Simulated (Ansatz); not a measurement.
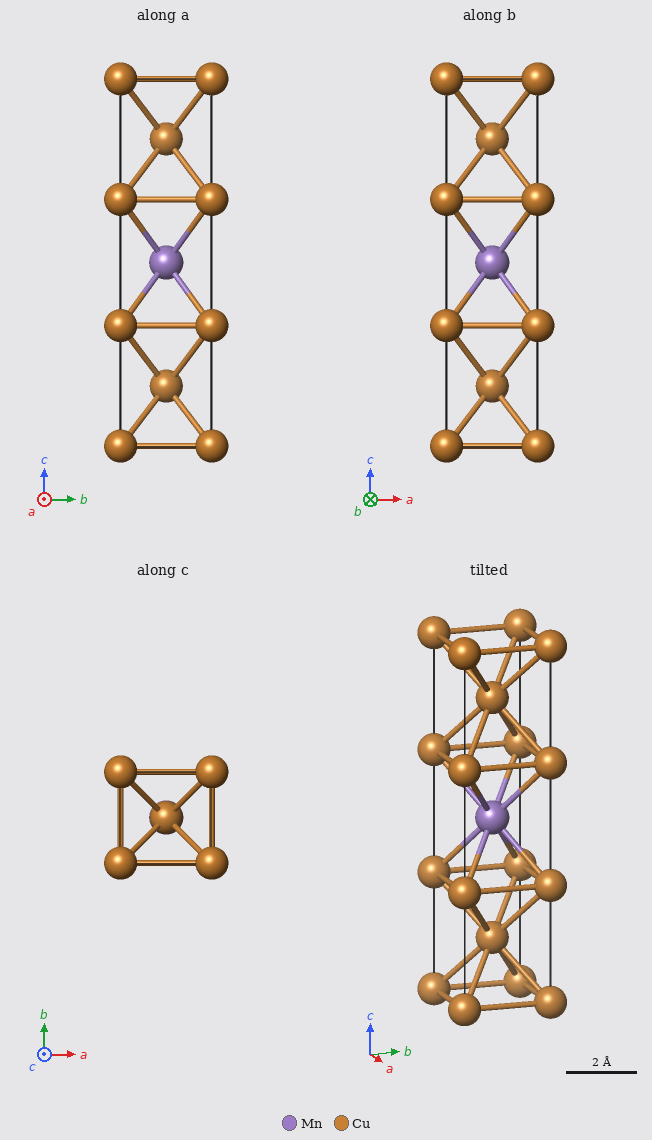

Crystal structure, ball-and-stick style, seen along the a axis, along the b axis, along the c axis and slightly off an axis. The lines enclose the conventional unit cell; boundary atoms appear with their images.

Lattice parameters: a = 2.639 Å, b = 2.639 Å, c = 10.619 Å, α = 90.00°, β = 90.00°, γ = 90.00°.

Write the structure as a table of Wyckoff sites, with free fractional coordinates to two decimals.

Answer. Space group P4/mmm (No. 123).
```csv
atom,site,x,y,z
Mn,1d,0.50,0.50,0.50
Cu,1a,0.00,0.00,0.00
Cu,2h,0.50,0.50,0.16
Cu,2g,0.00,0.00,0.33
```

The structure was taken from a structure type filled with these elements by a generator (whether the compound takes this form wasn't checked). Earlier steps of the study, as a rule a relaxation of our own, may have changed the cell and positions, so they can lie some per cent off the listed ones. Ansatz was used for an electronic-structure calculation on it.
